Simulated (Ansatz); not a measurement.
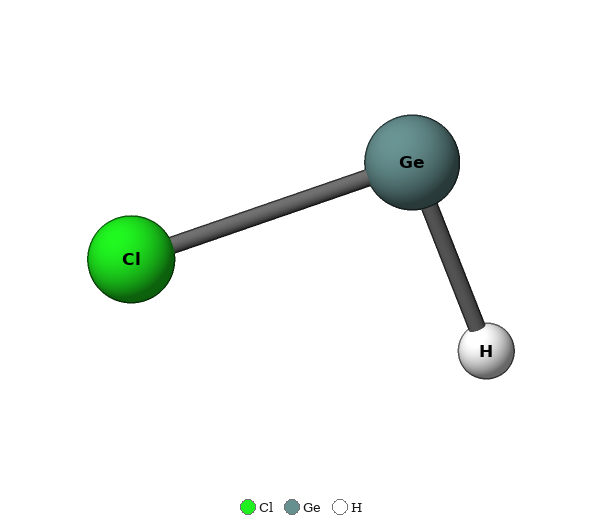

The geometry was computed by an optimisation with PBE0-D4/def2-TZVP. Program: Ansatz 0.2.0.

Compare HOMO energy (eV), vertical IP (eV), dipole (D) at these levels: B3LYP-D4/def2-TZVPP; PBE-D4/def2-TZVPP; r2SCAN-D4/def2-TZVPP; ωB97M-V/def2-TZVPP.

```
               level  HOMO energy (eV)  vertical IP (eV)  dipole (D)
 B3LYP-D4/def2-TZVPP             −6.99              9.58        1.79
   PBE-D4/def2-TZVPP             −6.05              9.35        1.59
r2SCAN-D4/def2-TZVPP             −6.34              9.45        1.64
  ωB97M-V/def2-TZVPP             −9.27              9.60        1.87
```
